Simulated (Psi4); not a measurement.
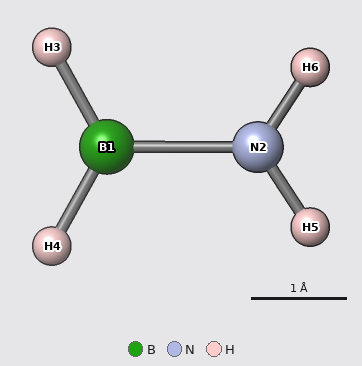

**Figure 1.** The structure (ball-and-stick view, seen on its broad side; atoms are numbered from 1 in the order of the input). Bond lengths as drawn: B–H 1.20 Å, B–N 1.59 Å and H–N 1.01 Å.

BNH₄: single-point calculation

The run: single-point calculation of BNH₄, SMILES BN. Method and program: CCSD/def2-TZVPP, RHF (Psi4 1.11).

A bond length was changed on purpose from its optimised value.

### What the program printed
```
=> Loading Basis Set <=

    Name: DEF2-TZVPP
    Role: ORBITAL
    Keyword: BASIS

         ---------------------------------------------------------
                                   SCF
                              RHF Reference
                        1 Threads,   1525 MiB Core
         ---------------------------------------------------------

  ==> Geometry <==

    Molecular point group: c1
    Full point group: C1

    Geometry (in Angstrom), charge = 0, multiplicity = 1:

       Center              X                  Y                   Z               Mass
    ------------   -----------------  -----------------  -----------------  -----------------
         B           -0.173581579970    -0.858739849142    -0.023032456626    11.009305360000
         N            0.141870420030     0.701847150858     0.018828543374    14.003074004430
         H            0.180418420030    -1.547139849142     0.890067543374     1.007825032230
         H           -0.757381579970    -1.307839849142    -0.966632456626     1.007825032230
         H           -0.125829579970     1.338147150858    -0.712771456626     1.007825032230
         H            0.627770420030     1.145847150858     0.779328543374     1.007825032230

  Running in c1 symmetry.

  Rotational constants: A =      4.63645  B =      0.72796  C =      0.62918 [cm^-1]
  Rotational constants: A = 138997.27362  B =  21823.78468  C =  18862.24730 [MHz]
  Nuclear repulsion =   30.057889293365918

  Charge       = 0
  Multiplicity = 1
  Electrons    = 16
  Nalpha       = 8
  Nbeta        = 8

  ==> Algorithm <==

  SCF Algorithm Type is PK.
  DIIS enabled.
  MOM disabled.
  Fractional occupation disabled.
  Guess Type is SAD.
  Energy threshold   = 1.00e-09
  Density threshold  = 1.00e-08
  Integral threshold = 1.00e-12

  ==> Primary Basis <==

  Basis Set: DEF2-TZVPP
    Blend: DEF2-TZVPP
    Number of shells: 46
    Number of basis functions: 118
    Number of Cartesian functions: 132
    Spherical Harmonics?: true
    Max angular momentum: 3

  ==> Integral Setup <==

  Using in-core PK algorithm.
   Calculation information:
      Number of atoms:                   6
      Number of AO shells:              46
      Number of primitives:             72
      Number of atomic orbitals:       132
      Number of basis functions:       118

      Integral cutoff                 1.00e-12
      Number of threads:                 1

  Performing in-core PK
  Using 49301462 doubles for integral storage.
  We computed 574817 shell quartets total.
  Whereas there are 584821 unique shell quartets.

  ==> DiskJK: Disk-Based J/K Matrices <==

    J tasked:                  Yes
    K tasked:                  Yes
    wK tasked:                  No
    Memory [MiB]:             1144
    Schwarz Cutoff:          1E-12

  Minimum eigenvalue in the overlap matrix is 9.4311863304E-04.
  Reciprocal condition number of the overlap matrix is 1.3660985794E-04.
    Using symmetric orthogonalization.

  ==> Pre-Iterations <==

  SCF Guess: Superposition of Atomic Densities via on-the-fly atomic UHF (no occupation information).

   -------------------------
    Irrep   Nso     Nmo
   -------------------------
     A        118     118
   -------------------------
    Total     118     118
   -------------------------

  ==> Iterations <==

                        Total Energy        Delta E     RMS |[F,P]|

   @RHF iter SAD:   -80.47297158973767   -8.04730e+01   0.00000e+00
   @RHF iter   1:   -81.42812610501355   -9.55155e-01   3.41946e-03 ADIIS/DIIS
   @RHF iter   2:   -81.48008593742743   -5.19598e-02   2.04505e-03 ADIIS/DIIS
   @RHF iter   3:   -81.50379076281784   -2.37048e-02   2.58188e-04 ADIIS/DIIS
   @RHF iter   4:   -81.50452853083728   -7.37768e-04   5.35170e-05 DIIS
   @RHF iter   5:   -81.50456233511751   -3.38043e-05   1.04483e-05 DIIS
   @RHF iter   6:   -81.50456462149944   -2.28638e-06   3.30986e-06 DIIS
   @RHF iter   7:   -81.50456490641247   -2.84913e-07   8.80765e-07 DIIS
   @RHF iter   8:   -81.50456492935075   -2.29383e-08   1.56962e-07 DIIS
   @RHF iter   9:   -81.50456492988971   -5.38961e-10   2.42105e-08 DIIS
   @RHF iter  10:   -81.50456492990131   -1.15961e-11   3.72708e-09 DIIS
  Energy and wave function converged.

  ==> Post-Iterations <==

    Orbital Energies [Eh]
    ---------------------

    Doubly Occupied:

       1A    -15.550150     2A     -7.627124     3A     -1.118259
       4A     -0.695612     5A     -0.656916     6A     -0.539230
       7A     -0.487502     8A     -0.404886

    Virtual:

       9A      0.098740    10A      0.127646    11A      0.154716
      12A      0.164846    13A      0.219545    14A      0.239562
      15A      0.253367    16A      0.282365    17A      0.301348
      18A      0.428528    19A      0.468574    20A      0.518939
      21A      0.553876    22A      0.566071    23A      0.578999
      24A      0.610813    25A      0.647844    26A      0.651755
      27A      0.659287    28A      0.758247    29A      0.797286
      30A      0.822763    31A      0.831960    32A      0.917278
      33A      0.919045    34A      0.955483    35A      1.114100
      36A      1.129347    37A      1.179605    38A      1.187136
      39A      1.208931    40A      1.225545    41A      1.280986
      42A      1.354687    43A      1.391925    44A      1.499928
      45A      1.541507    46A      1.573089    47A      1.645290
      48A      1.669679    49A      1.673995    50A      1.779916
      51A      1.823975    52A      1.960100    53A      2.043447
      54A      2.130182    55A      2.147931    56A      2.204785
      57A      2.224460    58A      2.255235    59A      2.287863
      60A      2.335279    61A      2.467105    62A      2.489679
      63A      2.540490    64A      2.571211    65A      2.641956
      66A      2.694420    67A      2.955203    68A      3.011068
      69A      3.264070    70A      3.310704    71A      3.332787
      72A      3.444953    73A      3.494434    74A      3.592113
      75A      3.618814    76A      3.634617    77A      3.659862
      78A      3.770518    79A      3.875324    80A      3.908187
      81A      3.930011    82A      3.931527    83A      4.035491
      84A      4.167289    85A      4.183086    86A      4.218713
      87A      4.259197    88A      4.312090    89A      4.316422
      90A      4.351932    91A      4.353436    92A      4.414903
      93A      4.454452    94A      4.528424    95A      4.653869
      96A      4.765948    97A      4.799104    98A      4.829639
      99A      4.850795   100A      4.892566   101A      4.993923
     102A      5.017023   103A      5.041728   104A      5.128887
     105A      5.177277   106A      5.293044   107A      5.382582
     108A      5.646094   109A      5.899980   110A      5.923874
     111A      6.100703   112A      6.130941   113A      6.195523
     114A      6.562552   115A      6.948264   116A      7.008358
     117A     16.290342   118A     33.778773

    Final Occupation by Irrep:
              A
    DOCC [     8 ]
    NA   [     8 ]
    NB   [     8 ]

  @RHF Final Energy:   -81.50456492990131

   => Energetics <=

    Nuclear Repulsion Energy =             30.0578892933659176
    One-Electron Energy =                -168.9655509263551494
    Two-Electron Energy =                  57.4030967030879253
    Total Energy =                        -81.5045649299013064

Computation Completed

Properties will be evaluated at   0.000000,   0.000000,   0.000000 [a0]

Properties computed using the SCF density matrix

 Multipole Moments:

 ------------------------------------------------------------------------------------
     Multipole            Electronic (a.u.)      Nuclear  (a.u.)        Total (a.u.)
 ------------------------------------------------------------------------------------

 L = 1.  Multiply by 2.5417464519 to convert [e a0] to [Debye]
 Dipole X            :         -0.0303269            0.0947938            0.0644669
 Dipole Y            :         -0.1496093            0.4691158            0.3195065
 Dipole Z            :         -0.0039821            0.0125283            0.0085463
 Magnitude           :                                                    0.3260574

 ------------------------------------------------------------------------------------

	total time  =          4 seconds =       0.07 minutes
 MINTS: Wrapper to libmints.

   Calculation information:
      Number of threads:                 1
      Number of atoms:                   6
      Number of AO shells:              46
      Number of SO shells:              46
      Number of primitives:             72
      Number of atomic orbitals:       132
      Number of basis functions:       118

      Number of irreps:                  1
      Integral cutoff                 1.00e-12
      Number of functions per irrep: [ 118 ]

 OEINTS: Overlap, kinetic, potential, dipole, and quadrupole integrals
         stored in file 35.

      Computing two-electron integrals...done
      Computed 23899578 non-zero two-electron integrals.
        Stored in file 33.

	Wfn Parameters:
	--------------------
	Wavefunction         = CCSD
	Number of irreps     = 1
	Number of MOs        = 118
	Number of active MOs = 116
	AO-Basis             = NONE
	Semicanonical        = false
	Reference            = RHF
	Print Level          = 1

	IRREP	# MOs	# FZDC	# DOCC	# SOCC	# VIRT	# FZVR
	-----	-----	------	------	------	------	------
	 A	   118	    2	    6	    0	    110	    0
	Transforming integrals...
	IWL integrals will be deleted.
	(OO|OO)...
	Presorting SO-basis two-electron integrals.
	Sorting File: SO Ints (nn|nn) nbuckets = 1
	Constructing frozen core operators
	Starting first half-transformation.
	Sorting half-transformed integrals.
	First half integral transformation complete.
	Starting second half-transformation.
	Two-electron integral transformation complete.
	(OO|OV)...
	Starting second half-transformation.
	Two-electron integral transformation complete.
	(OO|VV)...
	Starting second half-transformation.
	Two-electron integral transformation complete.
	(OV|OO)...
	Starting first half-transformation.
	Sorting half-transformed integrals.
	First half integral transformation complete.
	Starting second half-transformation.
	Two-electron integral transformation complete.
	(OV|OV)...
	Starting second half-transformation.
	Two-electron integral transformation complete.
	(OV|VV)...
	Starting second half-transformation.
	Two-electron integral transformation complete.
	(VV|OO)...
	Starting first half-transformation.
	Sorting half-transformed integrals.
	First half integral transformation complete.
	Starting second half-transformation.
	Two-electron integral transformation complete.
	(VV|OV)...
	Starting second half-transformation.
	Two-electron integral transformation complete.
	(VV|VV)...
	Starting second half-transformation.
	Two-electron integral transformation complete.
	Frozen core energy     =    -79.03249128682803

	Size of irrep 0 of <ab|cd> integrals:    146.410 (MW) /   1171.280 (MB)
	Total:                                   146.410 (MW) /   1171.280 (MB)

	Size of irrep 0 of <ia|bc> integrals:      7.986 (MW) /     63.888 (MB)
	Total:                                     7.986 (MW) /     63.888 (MB)

	Size of irrep 0 of tijab amplitudes:       0.436 (MW) /      3.485 (MB)
	Total:                                     0.436 (MW) /      3.485 (MB)

	Nuclear Rep. energy          =     30.05788929336592
	SCF energy                   =    -81.50456492990131
	One-electron energy          =    -57.25511465515832
	Two-electron energy          =     24.72515171871873
	Reference energy             =    -81.50456492990170

	total time  =         15 seconds =       0.25 minutes
            **************************
            *                        *
            *        CCENERGY        *
            *                        *
            **************************

    Nuclear Rep. energy (wfn)     =   30.057889293365918
    SCF energy          (wfn)     =  -81.504564929901306
    Reference energy    (file100) =  -81.504564929901704

    Input parameters:
    -----------------
    Wave function   =     CCSD
    Reference wfn   =     RHF
    Brueckner       =     No
    Memory (Mbytes) =     1600.0
    Maxiter         =     50
    R_Convergence   =     1.0e-07
    E_Convergence   =     1.0e-09
    Restart         =     Yes
    DIIS            =     Yes
    AO Basis        =     NONE
    ABCD            =     NEW
    Cache Level     =     2
    Cache Type      =     LOW
    Print Level     =     1
    Num. of threads =     1
    # Amps to Print =     10
    Print MP2 Amps? =     No
    Analyze T2 Amps =     No
    Print Pair Ener =     No
    Local CC        =     No
    SCS-MP2         =     False
    SCSN-MP2        =     False
    SCS-CCSD        =     False

MP2 correlation energy -0.3288541173495245
                Solving CC Amplitude Equations
                ------------------------------
  Iter             Energy              RMS        T1Diag      D1Diag    New D1Diag    D2Diag
  ----     ---------------------    ---------   ----------  ----------  ----------   --------
     0        -0.328854117349525    0.000e+00    0.000000    0.000000    0.000000    0.138090
     1        -0.340780462941924    5.584e-02    0.010219    0.030920    0.030920    0.139281
     2        -0.349679897744559    2.031e-02    0.011324    0.034593    0.034593    0.147885
     3        -0.351940155119677    1.082e-02    0.014309    0.045187    0.045187    0.150664
     4        -0.351754445998995    4.048e-03    0.015683    0.050175    0.050175    0.152292
     5        -0.351871023032399    1.987e-03    0.016663    0.053862    0.053862    0.153231
     6        -0.351855608363785    4.583e-04    0.016834    0.054517    0.054517    0.153295
     7        -0.351849229204843    1.057e-04    0.016854    0.054600    0.054600    0.153285
     8        -0.351849102183899    3.279e-05    0.016862    0.054631    0.054631    0.153283
     9        -0.351848587233283    7.891e-06    0.016862    0.054632    0.054632    0.153282
    10        -0.351848408203126    2.266e-06    0.016863    0.054633    0.054633    0.153281
    11        -0.351848472928908    6.855e-07    0.016863    0.054633    0.054633    0.153281
    12        -0.351848474852250    2.039e-07    0.016863    0.054633    0.054633    0.153281
    13        -0.351848486536583    6.518e-08    0.016863    0.054633    0.054633    0.153281
    14        -0.351848487660331    1.692e-08    0.016863    0.054633    0.054633    0.153281
    15        -0.351848487168414    5.090e-09    0.016863    0.054633    0.054633    0.153281
    16        -0.351848487105314    2.064e-09    0.016863    0.054633    0.054633    0.153281

    Iterations converged.

    Largest TIA Amplitudes:
              5   0         0.0472515625
              5   7         0.0248967020
              5  26         0.0058144083
              5  57        -0.0054983893
              4   8         0.0054944453
              5  50         0.0053625780
              2  35        -0.0051724422
              4  13         0.0043954318
              3   6         0.0042654605
              1  10         0.0039457669

    Largest TIjAb Amplitudes:
      5   5   0   0        -0.0456215638
      5   5  12  12        -0.0389519640
      5   5   0  12         0.0308395830
      5   5  12   0         0.0308395830
      4   4   8   8        -0.0229800893
      4   4  14  14        -0.0224775339
      2   2  16  16        -0.0217701550
      3   3   9   9        -0.0217558395
      1   1   0   0        -0.0197369442
      4   4   6   6        -0.0192734362

    SCF energy       (wfn)                    =  -81.504564929901306
    Reference energy (file100)                =  -81.504564929901704

    Opposite-spin MP2 correlation energy      =   -0.260562432010951
    Same-spin MP2 correlation energy          =   -0.068291685338573
    Singles MP2 correlation energy            =   -0.000000000000000
    MP2 correlation energy                    =   -0.328854117349525
      * MP2 total energy                      =  -81.833419047251226

    Opposite-spin CCSD correlation energy     =   -0.289192948206428
    Same-spin CCSD correlation energy         =   -0.062655538898886
    Singles CCSD correlation energy           =    0.000000000000000
    CCSD correlation energy                   =   -0.351848487105314
      * CCSD total energy                     =  -81.856413417007019
```

### Standard output
```
energy: -2227.426464 eV
```

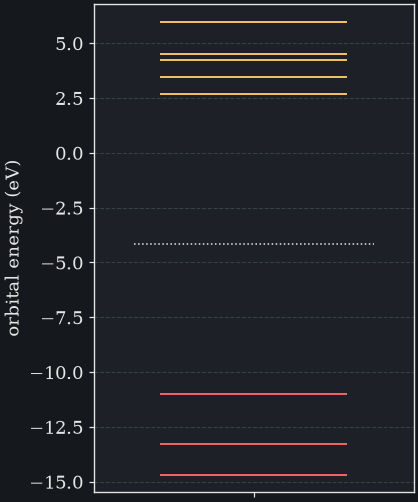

**Figure 2.** Orbital energies near the frontier (SCF reference); the dotted line parts filled from empty levels, and levels within 0.02 eV of each other stand side by side. Highest filled −11.02 eV, lowest empty 2.69 eV, 13.71 eV apart.

The run was set up as follows.

### Input file (run.py)
```python
import numpy as np
from ase.calculators.psi4 import Psi4
from ase import Atoms

atoms = Atoms(['B', 'N', 'H', 'H', 'H', 'H'], positions=[
    [-0.169352, -0.883187, -0.031061],
    [0.146100, 0.677400, 0.010800],
    [0.184648, -1.571587, 0.882039],
    [-0.753152, -1.332287, -0.974661],
    [-0.121600, 1.313700, -0.720800],
    [0.632000, 1.121400, 0.771300],
])
calc = Psi4(atoms=atoms, method='ccsd', basis='def2-TZVPP', memory='1600MB', num_threads=1, charge=0, multiplicity=1, label='psi4-calc')
calc.psi4.set_options({'puream': True, 'e_convergence': 1e-09, 'd_convergence': 1e-08, 'scf_type': 'pk', 'num_frozen_docc': 2})
atoms.calc = calc

print(f'energy: {atoms.get_potential_energy():.6f} eV')
```

Launched with:
```bash
python run.py
```

### Key numbers

- outcome: converged
- total energy: −81.856413 hartree
- SCF energy: −81.504565 hartree
- MP2 energy: −81.833419 hartree
- CCSD energy: −81.856413 hartree
- correlation energy: −0.351848 hartree
- basis functions: 118
- T1 diagnostic: 0.017
- HOMO of the SCF reference: −11.02 eV
- LUMO of the SCF reference: 2.69 eV
- hardware: 1 thread of Intel Xeon @ 2.90GHz (Ice Lake), 64 GiB of memory available, shared host
- wall time: 39 s
- peak memory: 1.6 GiB
